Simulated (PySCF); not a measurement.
Input file:

```
{"job": {"kind": "nmr", "xc": "PBE0", "basis": "pcSseg-1"}, "charge": 0, "multiplicity": 1}
C     -2.823693     0.459323     0.696625
C     -1.641004     0.040046     1.109601
C     -0.906193    -1.118381     0.537146
Si     0.550199    -0.558216    -0.549258
O      1.505105     0.229164     0.498091
C      2.719758     0.865883     0.244176
H     -3.357736    -0.045716    -0.092354
H     -3.311484     1.316000     1.129668
H     -1.124503     0.566482     1.901258
H     -1.575340    -1.721069    -0.075117
H     -0.533799    -1.748975     1.344846
H      1.249121    -1.709676    -1.135672
H      0.109196     0.321119    -1.637506
H      3.446398     0.165562    -0.174713
H      2.586338     1.689313    -0.461509
H      3.100038     1.258085     1.188274
```

Launched as:

```sh
OMP_NUM_THREADS=1 python probes_run.py task.json out
```

Geometry: GFN2-xTB.

Method: PySCF 2.14.0, PBE0/pcSseg-1, SCF density, gas phase, non-relativistic.

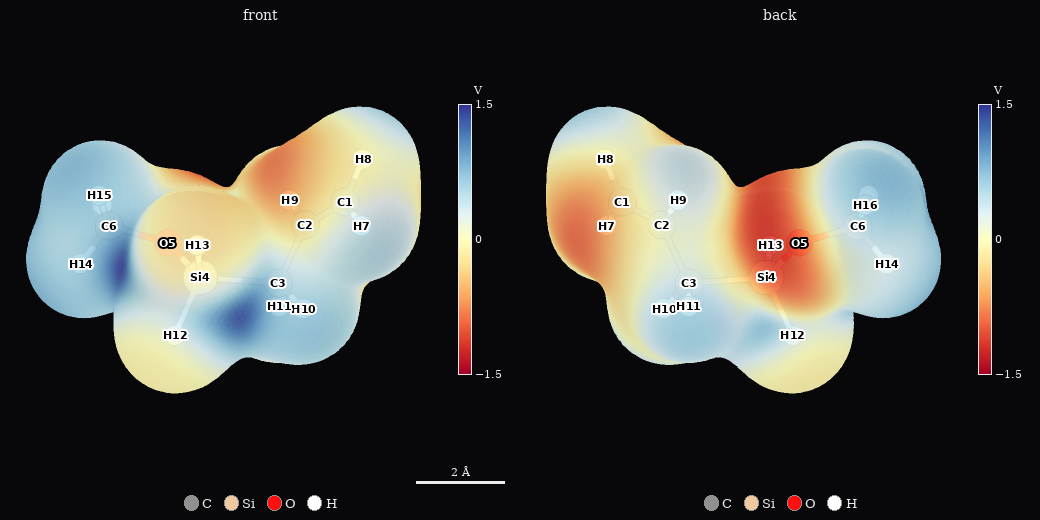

C₄H₁₀OSi (SMILES C=CC[SiH2]OC). The electrostatic potential painted on the density surface at 0.002 e/bohr³, seen from the front and from behind; the colour scale runs from red (negative) to blue (positive).

Describe the electrostatic potential map.

The most negative region (about −1.2 V) lies over O5, the most positive (about +1.3 V) over Si4. O5 is the likeliest acceptor of a hydrogen bond.

How polar is the molecule by this calculation?

Its dipole moment is 1.22 D.
